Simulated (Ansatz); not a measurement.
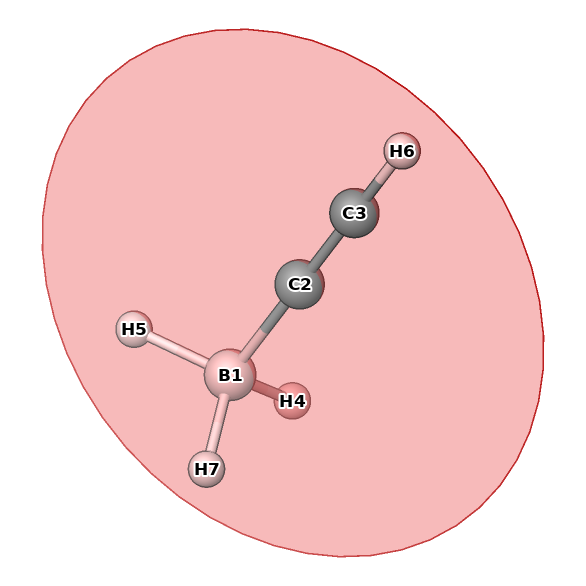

A disc through the centre of mass is drawn in. Distant atoms are faded towards the background colour. Charge −1, singlet. Computed geometry: PBE-D4/def2-SVPD optimisation. No frequency run is at hand to confirm it as a minimum.

**Is the plane of the disc a mirror plane of the structure?**

Yes. The reflection leaves B1, C2, C3, H5, H6 in place and moves H4 ↔ H7. The point group is C3v.
